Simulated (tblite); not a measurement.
# C4H8O3: nudged elastic band

The run: nudged elastic band of C4H8O3 (3-methoxypropanoic acid). Method and program: GFN2-xTB climbing-image nudged elastic band, gas phase (tblite 0.8.0).

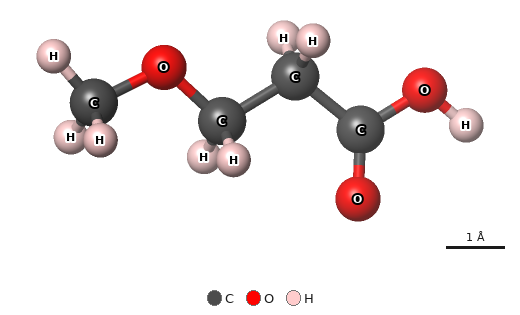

**Figure 1.** The structure as given in the input (ball-and-stick view, seen at a tilt).

### Summary

- outcome: converged
- forward barrier: 0.045 eV
- hardware: 1 CPU thread, shared host
- wall time: 5.6 s
- peak memory: 0.18 GiB

### The input
```
{"job": {"kind": "neb", "xc": "GFN2-xTB", "basis": "xTB", "atoms": [2, 3, 4, 6], "turn": 120}, "charge": 0, "multiplicity": 1}
C     -2.687747    -0.215850     0.283142
O     -1.496842    -0.070327    -0.445492
C     -0.350548    -0.044962     0.373104
C      0.872850     0.117322    -0.520953
C      2.148530     0.153579     0.277104
O      2.237231     0.065839     1.471412
O      3.219631     0.299040    -0.513757
H     -2.696490    -1.155942     0.848841
H     -2.830573     0.615949     0.984231
H     -3.497273    -0.220847    -0.443698
H     -0.404959     0.790102     1.088057
H     -0.270025    -0.976978     0.953173
H      0.926150    -0.707268    -1.234156
H      0.793079     1.038200    -1.101679
H      4.032572     0.320133     0.016310
```

The first line tells a small driver script what to run in tblite; the rest is the geometry in Å.

Launched with:
```bash
OMP_NUM_THREADS=1 python <driver script> task.json out
```

### Output
```
image   E - E0 / eV
  0       0.0000
  1       0.0053
  2       0.0139
  3       0.0242
  4       0.0340
  5       0.0413
  6       0.0447
  7       0.0445
  8       0.0422
```
